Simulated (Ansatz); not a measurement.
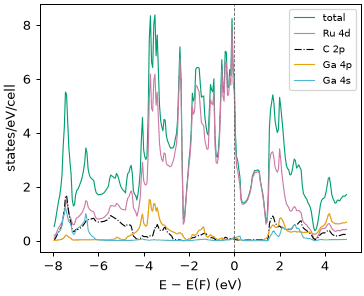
*Total and projected density of states of GaRu₃C (anti-perovskite, space group No. 221), the program Ansatz at the PBE level (PAW)*

Which orbitals carry the states next to the Fermi level?

Within 0.5 eV of the Fermi level: Ru 4d 93 %. Projections are on Löwdin-orthogonalised atomic valence shells; empty p or d shells of many metals are not among them.

Where is the tallest occupied peak in this window, and what makes it?

Near -3.5 eV, about 8.4 states/eV per cell; the largest projected share is Ru 4d.

Space group Pm-3m (anti-perovskite). The start of the workflow was typed in or built on a structure type; neither database checked (COD, Materials Project) lists it. Its standing as an ambient phase is unchecked. The cell was relaxed with PBE under the symmetry of its start; whether a distortion lowers the energy is not shown. No spin polarisation was allowed. Scalar-relativistic: spin–orbit coupling is off unless named, which matters more the heavier the elements.

Potentials: the later of the program's two PAW sets.
